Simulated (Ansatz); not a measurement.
## AlH₃OF₂: molecular dynamics (part 1 of 3)

AlH₃OF₂, computed with RKS B3LYP/def2-SVP (Ansatz 0.2.0).

It belongs to a series of runs on one base structure; here: dynamics from the highest image of the converged band. Figures and captions count atoms from 1; the log counts them from 0 in places.

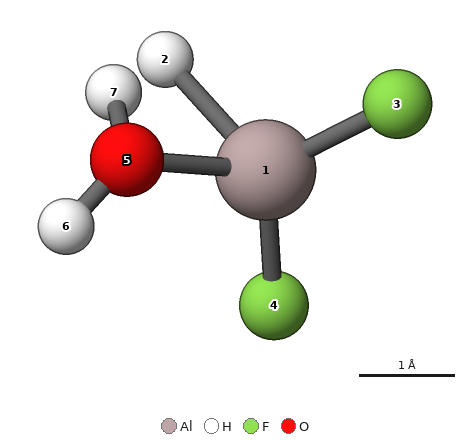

**Figure 1.** The structure as given in the input (ball-and-stick view, seen at a tilt; atoms are numbered from 1 in the order of the input). Sticks mark near contacts. Bond lengths as drawn: Al–F 1.66 Å, Al–H 1.75 Å, Al–O 1.83 Å and H–O 0.97 to 1.26 Å.

**Input**
```yaml
crystal:
  periodic: [false, false, false]
  atoms:
    - { symbol: Al, position_ang: [0.052293, -0.248003, -0.065652] }
    - { symbol: H, position_ang: [0.005728, -0.047449, 1.67517] }
    - { symbol: F, position_ang: [1.461615, 0.317988, -0.729244] }
    - { symbol: F, position_ang: [-1.400001, 0.131131, -0.776378] }
    - { symbol: O, position_ang: [0.115968, -1.946505, 0.601745] }
    - { symbol: H, position_ang: [-0.557012, -2.63557, 0.500791] }
    - { symbol: H, position_ang: [-0.007291, -1.096693, 1.517568] }
basis:
  gaussian: { orbitals: def2-SVP }
hamiltonian:
  xc: b3lyp
md:
  timestep: 0.5
  n_steps: 200
  ensemble: nve
  temperature: 300.0
  initial_velocities: maxwell_boltzmann
  seed: 9152
```

Run on 1 thread of Arm Neoverse V2, 24 GiB of memory available, shared host.

Command:
```bash
ansatz run input.yaml --threads 1 --pin off --max-ram 2048MiB --backend cpu --events-out ev --progress --plain --runs-dir out
```

**What the program printed**
```
Engine: ansatz 0.2.0, aarch64-unknown-linux-gnu
Functional definition: B3LYP
  parameter a0 = 0.2
  parameter ax = 0.72
  parameter ac = 0.81
  exchange = (1 - a0 - ax)*slater_x + ax*b88_x + a0*exact_x
  correlation = (1 - ac)*vwn_rpa_c + ac*lyp_c
744 factors; integrals over basis functions are off by at most 3.1e-4 eV
mean field evaluation 1: about -14116.0269 eV, gradient 6.6e1 eV
mean field evaluation 2: about -14102.1877 eV, gradient 1.1e2 eV
mean field evaluation 4: about -14123.0737 eV, gradient 3.9e0 eV
mean field evaluation 8: about -14123.1105 eV, gradient 3.8e-2 eV
mean field -14123.11051962 eV, -519.0147386078 hartree, gradient 2.4e-5 eV, S^2 0.000000; 0 other end points of the search recorded, 0 dependent functions left out
the calculation of the forces begins
reference -14123.11074952 eV, -519.0147470564 hartree; 21, 21 occupied and 54, 54 virtual orbitals, 744 factors
md step     0: t =     0.00 fs  T =   300.0 K  F+E_penalty+E_count = -14123.11051962 eV  E_kin = 0.193890 eV  conserved = -14122.91662962 eV  (23 SCF iters)
these checks for a lower state are left out or cut short: starts, cluster_reference, orbital_swaps, neighbouring_geometries, increment
744 factors; integrals over basis functions are off by at most 3.2e-4 eV
mean field evaluation 16: about -14123.0924 eV, gradient 2.6e-3 eV
mean field -14123.10477665 eV, -519.0145275578 hartree, gradient 6.1e-6 eV, S^2 0.000000; 0 other end points of the search recorded, 0 dependent functions left out
the calculation of the forces begins
reference -14123.10500632 eV, -519.0145359978 hartree; 21, 21 occupied and 54, 54 virtual orbitals, 744 factors
md step     1: t =     0.50 fs  T =   291.3 K  F+E_penalty+E_count = -14123.10477665 eV  E_kin = 0.188276 eV  conserved = -14122.91650094 eV  (28 SCF iters)
[... from here on the SCF iterations and repeated set-up lines of each step are left out, up to the last step ...]
md step     2: t =     1.00 fs  T =   269.3 K  F+E_penalty+E_count = -14123.09015078 eV  E_kin = 0.174075 eV  conserved = -14122.91607596 eV  (28 SCF iters)
md step     3: t =     1.50 fs  T =   244.0 K  F+E_penalty+E_count = -14123.07325487 eV  E_kin = 0.157679 eV  conserved = -14122.91557598 eV  (28 SCF iters)
md step     4: t =     2.00 fs  T =   226.5 K  F+E_penalty+E_count = -14123.06168715 eV  E_kin = 0.146357 eV  conserved = -14122.91532970 eV  (27 SCF iters)
md step     5: t =     2.50 fs  T =   222.3 K  F+E_penalty+E_count = -14123.05917262 eV  E_kin = 0.143671 eV  conserved = -14122.91550147 eV  (28 SCF iters)
md step     6: t =     3.00 fs  T =   227.8 K  F+E_penalty+E_count = -14123.06317644 eV  E_kin = 0.147241 eV  conserved = -14122.91593556 eV  (28 SCF iters)
md step     7: t =     3.50 fs  T =   233.4 K  F+E_penalty+E_count = -14123.06715652 eV  E_kin = 0.150847 eV  conserved = -14122.91630931 eV  (28 SCF iters)
md step     8: t =     4.00 fs  T =   230.4 K  F+E_penalty+E_count = -14123.06532517 eV  E_kin = 0.148920 eV  conserved = -14122.91640489 eV  (28 SCF iters)
md step     9: t =     4.50 fs  T =   216.3 K  F+E_penalty+E_count = -14123.05602532 eV  E_kin = 0.139807 eV  conserved = -14122.91621820 eV  (28 SCF iters)
md step    10: t =     5.00 fs  T =   195.1 K  F+E_penalty+E_count = -14123.04196978 eV  E_kin = 0.126086 eV  conserved = -14122.91588332 eV  (28 SCF iters)
md step    11: t =     5.50 fs  T =   174.4 K  F+E_penalty+E_count = -14123.02828539 eV  E_kin = 0.112728 eV  conserved = -14122.91555716 eV  (28 SCF iters)
md step    12: t =     6.00 fs  T =   162.0 K  F+E_penalty+E_count = -14123.02007496 eV  E_kin = 0.104721 eV  conserved = -14122.91535347 eV  (27 SCF iters)
md step    13: t =     6.50 fs  T =   162.8 K  F+E_penalty+E_count = -14123.02056586 eV  E_kin = 0.105236 eV  conserved = -14122.91532983 eV  (28 SCF iters)
md step    14: t =     7.00 fs  T =   177.4 K  F+E_penalty+E_count = -14123.03013661 eV  E_kin = 0.114642 eV  conserved = -14122.91549442 eV  (28 SCF iters)
md step    15: t =     7.50 fs  T =   201.7 K  F+E_penalty+E_count = -14123.04617868 eV  E_kin = 0.130371 eV  conserved = -14122.91580806 eV  (28 SCF iters)
md step    16: t =     8.00 fs  T =   228.4 K  F+E_penalty+E_count = -14123.06377508 eV  E_kin = 0.147598 eV  conserved = -14122.91617713 eV  (24 SCF iters)
md step    17: t =     8.50 fs  T =   248.8 K  F+E_penalty+E_count = -14123.07726420 eV  E_kin = 0.160812 eV  conserved = -14122.91645258 eV  (28 SCF iters)
md step    18: t =     9.00 fs  T =   257.1 K  F+E_penalty+E_count = -14123.08260680 eV  E_kin = 0.166134 eV  conserved = -14122.91647308 eV  (27 SCF iters)
md step    19: t =     9.50 fs  T =   253.2 K  F+E_penalty+E_count = -14123.07982567 eV  E_kin = 0.163658 eV  conserved = -14122.91616733 eV  (27 SCF iters)
md step    20: t =    10.00 fs  T =   244.9 K  F+E_penalty+E_count = -14123.07392107 eV  E_kin = 0.158249 eV  conserved = -14122.91567209 eV  (27 SCF iters)
md step    21: t =    10.50 fs  T =   243.4 K  F+E_penalty+E_count = -14123.07264349 eV  E_kin = 0.157332 eV  conserved = -14122.91531185 eV  (27 SCF iters)
md step    22: t =    11.00 fs  T =   257.3 K  F+E_penalty+E_count = -14123.08162443 eV  E_kin = 0.166267 eV  conserved = -14122.91535722 eV  (27 SCF iters)
md step    23: t =    11.50 fs  T =   285.7 K  F+E_penalty+E_count = -14123.10042572 eV  E_kin = 0.184660 eV  conserved = -14122.91576595 eV  (27 SCF iters)
md step    24: t =    12.00 fs  T =   320.2 K  F+E_penalty+E_count = -14123.12314627 eV  E_kin = 0.206929 eV  conserved = -14122.91621701 eV  (27 SCF iters)
md step    25: t =    12.50 fs  T =   350.8 K  F+E_penalty+E_count = -14123.14310275 eV  E_kin = 0.226701 eV  conserved = -14122.91640129 eV  (28 SCF iters)
md step    26: t =    13.00 fs  T =   373.2 K  F+E_penalty+E_count = -14123.15747069 eV  E_kin = 0.241231 eV  conserved = -14122.91623966 eV  (27 SCF iters)
md step    27: t =    13.50 fs  T =   391.1 K  F+E_penalty+E_count = -14123.16861667 eV  E_kin = 0.252745 eV  conserved = -14122.91587160 eV  (27 SCF iters)
md step    28: t =    14.00 fs  T =   412.5 K  F+E_penalty+E_count = -14123.18210808 eV  E_kin = 0.266591 eV  conserved = -14122.91551663 eV  (27 SCF iters)
md step    29: t =    14.50 fs  T =   445.7 K  F+E_penalty+E_count = -14123.20339684 eV  E_kin = 0.288052 eV  conserved = -14122.91534439 eV  (27 SCF iters)
md step    30: t =    15.00 fs  T =   494.7 K  F+E_penalty+E_count = -14123.23516096 eV  E_kin = 0.319746 eV  conserved = -14122.91541536 eV  (27 SCF iters)
md step    31: t =    15.50 fs  T =   557.9 K  F+E_penalty+E_count = -14123.27628572 eV  E_kin = 0.360596 eV  conserved = -14122.91568988 eV  (27 SCF iters)
md step    32: t =    16.00 fs  T =   628.7 K  F+E_penalty+E_count = -14123.32242658 eV  E_kin = 0.406356 eV  conserved = -14122.91607105 eV  (28 SCF iters)
md step    33: t =    16.50 fs  T =   698.0 K  F+E_penalty+E_count = -14123.36754742 eV  E_kin = 0.451109 eV  conserved = -14122.91643819 eV  (28 SCF iters)
md step    34: t =    17.00 fs  T =   757.0 K  F+E_penalty+E_count = -14123.40590148 eV  E_kin = 0.489243 eV  conserved = -14122.91665851 eV  (25 SCF iters)
md step    35: t =    17.50 fs  T =   800.8 K  F+E_penalty+E_count = -14123.43419319 eV  E_kin = 0.517587 eV  conserved = -14122.91660607 eV  (28 SCF iters)
md step    36: t =    18.00 fs  T =   831.3 K  F+E_penalty+E_count = -14123.45349402 eV  E_kin = 0.537258 eV  conserved = -14122.91623601 eV  (27 SCF iters)
md step    37: t =    18.50 fs  T =   857.3 K  F+E_penalty+E_count = -14123.46974599 eV  E_kin = 0.554055 eV  conserved = -14122.91569133 eV  (27 SCF iters)
md step    38: t =    19.00 fs  T =   891.3 K  F+E_penalty+E_count = -14123.49138133 eV  E_kin = 0.576072 eV  conserved = -14122.91530901 eV  (27 SCF iters)
md step    39: t =    19.50 fs  T =   942.0 K  F+E_penalty+E_count = -14123.52419720 eV  E_kin = 0.608789 eV  conserved = -14122.91540834 eV  (27 SCF iters)
md step    40: t =    20.00 fs  T =  1006.8 K  F+E_penalty+E_count = -14123.56669752 eV  E_kin = 0.650700 eV  conserved = -14122.91599707 eV  (27 SCF iters)
md step    41: t =    20.50 fs  T =  1072.8 K  F+E_penalty+E_count = -14123.61007424 eV  E_kin = 0.693353 eV  conserved = -14122.91672084 eV  (27 SCF iters)
md step    42: t =    21.00 fs  T =  1123.9 K  F+E_penalty+E_count = -14123.64351481 eV  E_kin = 0.726391 eV  conserved = -14122.91712386 eV  (27 SCF iters)
md step    43: t =    21.50 fs  T =  1151.3 K  F+E_penalty+E_count = -14123.66105708 eV  E_kin = 0.744095 eV  conserved = -14122.91696183 eV  (27 SCF iters)
md step    44: t =    22.00 fs  T =  1158.8 K  F+E_penalty+E_count = -14123.66528542 eV  E_kin = 0.748935 eV  conserved = -14122.91635066 eV  (27 SCF iters)
md step    45: t =    22.50 fs  T =  1160.2 K  F+E_penalty+E_count = -14123.66553303 eV  E_kin = 0.749833 eV  conserved = -14122.91570012 eV  (27 SCF iters)
md step    46: t =    23.00 fs  T =  1170.2 K  F+E_penalty+E_count = -14123.67170196 eV  E_kin = 0.756279 eV  conserved = -14122.91542337 eV  (27 SCF iters)
md step    47: t =    23.50 fs  T =  1195.2 K  F+E_penalty+E_count = -14123.68806803 eV  E_kin = 0.772447 eV  conserved = -14122.91562055 eV  (27 SCF iters)
md step    48: t =    24.00 fs  T =  1231.0 K  F+E_penalty+E_count = -14123.71167441 eV  E_kin = 0.795614 eV  conserved = -14122.91606027 eV  (27 SCF iters)
md step    49: t =    24.50 fs  T =  1267.5 K  F+E_penalty+E_count = -14123.73563762 eV  E_kin = 0.819181 eV  conserved = -14122.91645641 eV  (27 SCF iters)
md step    50: t =    25.00 fs  T =  1294.8 K  F+E_penalty+E_count = -14123.75351649 eV  E_kin = 0.836842 eV  conserved = -14122.91667435 eV  (27 SCF iters)
md step    51: t =    25.50 fs  T =  1307.3 K  F+E_penalty+E_count = -14123.76163972 eV  E_kin = 0.844937 eV  conserved = -14122.91670287 eV  (27 SCF iters)
md step    52: t =    26.00 fs  T =  1304.3 K  F+E_penalty+E_count = -14123.75953542 eV  E_kin = 0.842990 eV  conserved = -14122.91654511 eV  (27 SCF iters)
md step    53: t =    26.50 fs  T =  1289.9 K  F+E_penalty+E_count = -14123.74988908 eV  E_kin = 0.833683 eV  conserved = -14122.91620615 eV  (24 SCF iters)
md step    54: t =    27.00 fs  T =  1272.5 K  F+E_penalty+E_count = -14123.73822530 eV  E_kin = 0.822439 eV  conserved = -14122.91578662 eV  (27 SCF iters)
md step    55: t =    27.50 fs  T =  1261.9 K  F+E_penalty+E_count = -14123.73110088 eV  E_kin = 0.815567 eV  conserved = -14122.91553392 eV  (27 SCF iters)
md step    56: t =    28.00 fs  T =  1263.5 K  F+E_penalty+E_count = -14123.73230977 eV  E_kin = 0.816621 eV  conserved = -14122.91568919 eV  (28 SCF iters)
md step    57: t =    28.50 fs  T =  1273.8 K  F+E_penalty+E_count = -14123.73946803 eV  E_kin = 0.823261 eV  conserved = -14122.91620656 eV  (27 SCF iters)
md step    58: t =    29.00 fs  T =  1281.4 K  F+E_penalty+E_count = -14123.74488898 eV  E_kin = 0.828195 eV  conserved = -14122.91669355 eV  (27 SCF iters)
md step    59: t =    29.50 fs  T =  1275.9 K  F+E_penalty+E_count = -14123.74138025 eV  E_kin = 0.824637 eV  conserved = -14122.91674343 eV  (26 SCF iters)
md step    60: t =    30.00 fs  T =  1256.0 K  F+E_penalty+E_count = -14123.72811622 eV  E_kin = 0.811771 eV  conserved = -14122.91634485 eV  (27 SCF iters)
md step    61: t =    30.50 fs  T =  1229.9 K  F+E_penalty+E_count = -14123.71080449 eV  E_kin = 0.794917 eV  conserved = -14122.91588791 eV  (26 SCF iters)
md step    62: t =    31.00 fs  T =  1207.5 K  F+E_penalty+E_count = -14123.69610816 eV  E_kin = 0.780377 eV  conserved = -14122.91573107 eV  (27 SCF iters)
md step    63: t =    31.50 fs  T =  1192.3 K  F+E_penalty+E_count = -14123.68645200 eV  E_kin = 0.770601 eV  conserved = -14122.91585083 eV  (27 SCF iters)
md step    64: t =    32.00 fs  T =  1182.4 K  F+E_penalty+E_count = -14123.68016030 eV  E_kin = 0.764172 eV  conserved = -14122.91598839 eV  (27 SCF iters)
md step    65: t =    32.50 fs  T =  1174.5 K  F+E_penalty+E_count = -14123.67508226 eV  E_kin = 0.759088 eV  conserved = -14122.91599430 eV  (27 SCF iters)
md step    66: t =    33.00 fs  T =  1168.1 K  F+E_penalty+E_count = -14123.67089184 eV  E_kin = 0.754966 eV  conserved = -14122.91592609 eV  (27 SCF iters)
md step    67: t =    33.50 fs  T =  1164.3 K  F+E_penalty+E_count = -14123.66842268 eV  E_kin = 0.752509 eV  conserved = -14122.91591333 eV  (28 SCF iters)
md step    68: t =    34.00 fs  T =  1163.3 K  F+E_penalty+E_count = -14123.66783893 eV  E_kin = 0.751829 eV  conserved = -14122.91600969 eV  (28 SCF iters)
md step    69: t =    34.50 fs  T =  1163.1 K  F+E_penalty+E_count = -14123.66783164 eV  E_kin = 0.751683 eV  conserved = -14122.91614841 eV  (27 SCF iters)
md step    70: t =    35.00 fs  T =  1161.0 K  F+E_penalty+E_count = -14123.66656491 eV  E_kin = 0.750362 eV  conserved = -14122.91620269 eV  (27 SCF iters)
md step    71: t =    35.50 fs  T =  1156.4 K  F+E_penalty+E_count = -14123.66347431 eV  E_kin = 0.747365 eV  conserved = -14122.91610964 eV  (24 SCF iters)
md step    72: t =    36.00 fs  T =  1151.4 K  F+E_penalty+E_count = -14123.66011020 eV  E_kin = 0.744159 eV  conserved = -14122.91595155 eV  (29 SCF iters)
md step    73: t =    36.50 fs  T =  1149.7 K  F+E_penalty+E_count = -14123.65892792 eV  E_kin = 0.743054 eV  conserved = -14122.91587408 eV  (27 SCF iters)
md step    74: t =    37.00 fs  T =  1153.2 K  F+E_penalty+E_count = -14123.66123219 eV  E_kin = 0.745325 eV  conserved = -14122.91590758 eV  (27 SCF iters)
md step    75: t =    37.50 fs  T =  1161.5 K  F+E_penalty+E_count = -14123.66666783 eV  E_kin = 0.750700 eV  conserved = -14122.91596767 eV  (27 SCF iters)
md step    76: t =    38.00 fs  T =  1173.1 K  F+E_penalty+E_count = -14123.67422438 eV  E_kin = 0.758177 eV  conserved = -14122.91604764 eV  (27 SCF iters)
md step    77: t =    38.50 fs  T =  1185.3 K  F+E_penalty+E_count = -14123.68230637 eV  E_kin = 0.766076 eV  conserved = -14122.91622996 eV  (27 SCF iters)
md step    78: t =    39.00 fs  T =  1193.5 K  F+E_penalty+E_count = -14123.68782108 eV  E_kin = 0.771360 eV  conserved = -14122.91646112 eV  (27 SCF iters)
md step    79: t =    39.50 fs  T =  1192.4 K  F+E_penalty+E_count = -14123.68715323 eV  E_kin = 0.770624 eV  conserved = -14122.91652898 eV  (28 SCF iters)
md step    80: t =    40.00 fs  T =  1180.4 K  F+E_penalty+E_count = -14123.67923032 eV  E_kin = 0.762917 eV  conserved = -14122.91631337 eV  (28 SCF iters)
md step    81: t =    40.50 fs  T =  1162.6 K  F+E_penalty+E_count = -14123.66727879 eV  E_kin = 0.751360 eV  conserved = -14122.91591914 eV  (27 SCF iters)
md step    82: t =    41.00 fs  T =  1147.6 K  F+E_penalty+E_count = -14123.65729288 eV  E_kin = 0.741719 eV  conserved = -14122.91557407 eV  (28 SCF iters)
md step    83: t =    41.50 fs  T =  1143.6 K  F+E_penalty+E_count = -14123.65458100 eV  E_kin = 0.739111 eV  conserved = -14122.91546987 eV  (28 SCF iters)
md step    84: t =    42.00 fs  T =  1152.8 K  F+E_penalty+E_count = -14123.66075947 eV  E_kin = 0.745082 eV  conserved = -14122.91567750 eV  (28 SCF iters)
md step    85: t =    42.50 fs  T =  1170.5 K  F+E_penalty+E_count = -14123.67261942 eV  E_kin = 0.756494 eV  conserved = -14122.91612510 eV  (27 SCF iters)
md step    86: t =    43.00 fs  T =  1186.3 K  F+E_penalty+E_count = -14123.68329011 eV  E_kin = 0.766681 eV  conserved = -14122.91660942 eV  (28 SCF iters)
md step    87: t =    43.50 fs  T =  1189.2 K  F+E_penalty+E_count = -14123.68546719 eV  E_kin = 0.768611 eV  conserved = -14122.91685603 eV  (28 SCF iters)
md step    88: t =    44.00 fs  T =  1174.4 K  F+E_penalty+E_count = -14123.67564738 eV  E_kin = 0.758990 eV  conserved = -14122.91665715 eV  (28 SCF iters)
md step    89: t =    44.50 fs  T =  1146.7 K  F+E_penalty+E_count = -14123.65716966 eV  E_kin = 0.741118 eV  conserved = -14122.91605142 eV  (24 SCF iters)
md step    90: t =    45.00 fs  T =  1120.3 K  F+E_penalty+E_count = -14123.63941783 eV  E_kin = 0.724024 eV  conserved = -14122.91539404 eV  (29 SCF iters)
md step    91: t =    45.50 fs  T =  1109.7 K  F+E_penalty+E_count = -14123.63233846 eV  E_kin = 0.717175 eV  conserved = -14122.91516382 eV  (27 SCF iters)
md step    92: t =    46.00 fs  T =  1119.8 K  F+E_penalty+E_count = -14123.63929638 eV  E_kin = 0.723719 eV  conserved = -14122.91557697 eV  (28 SCF iters)
md step    93: t =    46.50 fs  T =  1141.3 K  F+E_penalty+E_count = -14123.65395809 eV  E_kin = 0.737606 eV  conserved = -14122.91635201 eV  (28 SCF iters)
md step    94: t =    47.00 fs  T =  1156.7 K  F+E_penalty+E_count = -14123.66449156 eV  E_kin = 0.747558 eV  conserved = -14122.91693357 eV  (28 SCF iters)
md step    95: t =    47.50 fs  T =  1152.5 K  F+E_penalty+E_count = -14123.66182178 eV  E_kin = 0.744857 eV  conserved = -14122.91696503 eV  (29 SCF iters)
md step    96: t =    48.00 fs  T =  1127.4 K  F+E_penalty+E_count = -14123.64514624 eV  E_kin = 0.728647 eV  conserved = -14122.91649943 eV  (28 SCF iters)
md step    97: t =    48.50 fs  T =  1091.7 K  F+E_penalty+E_count = -14123.62140372 eV  E_kin = 0.705558 eV  conserved = -14122.91584544 eV  (27 SCF iters)
md step    98: t =    49.00 fs  T =  1060.4 K  F+E_penalty+E_count = -14123.60068208 eV  E_kin = 0.685358 eV  conserved = -14122.91532451 eV  (27 SCF iters)
md step    99: t =    49.50 fs  T =  1046.0 K  F+E_penalty+E_count = -14123.59115138 eV  E_kin = 0.676007 eV  conserved = -14122.91514436 eV  (28 SCF iters)
md step   100: t =    50.00 fs  T =  1052.6 K  F+E_penalty+E_count = -14123.59566094 eV  E_kin = 0.680287 eV  conserved = -14122.91537354 eV  (28 SCF iters)
md step   101: t =    50.50 fs  T =  1074.8 K  F+E_penalty+E_count = -14123.61059189 eV  E_kin = 0.694649 eV  conserved = -14122.91594336 eV  (28 SCF iters)
md step   102: t =    51.00 fs  T =  1099.2 K  F+E_penalty+E_count = -14123.62702123 eV  E_kin = 0.710381 eV  conserved = -14122.91664029 eV  (28 SCF iters)
md step   103: t =    51.50 fs  T =  1109.6 K  F+E_penalty+E_count = -14123.63424394 eV  E_kin = 0.717124 eV  conserved = -14122.91712006 eV  (28 SCF iters)
md step   104: t =    52.00 fs  T =  1095.7 K  F+E_penalty+E_count = -14123.62520854 eV  E_kin = 0.708178 eV  conserved = -14122.91703094 eV  (28 SCF iters)
md step   105: t =    52.50 fs  T =  1060.6 K  F+E_penalty+E_count = -14123.60173762 eV  E_kin = 0.685447 eV  conserved = -14122.91629068 eV  (28 SCF iters)
md step   106: t =    53.00 fs  T =  1021.3 K  F+E_penalty+E_count = -14123.57536929 eV  E_kin = 0.660043 eV  conserved = -14122.91532673 eV  (28 SCF iters)
```
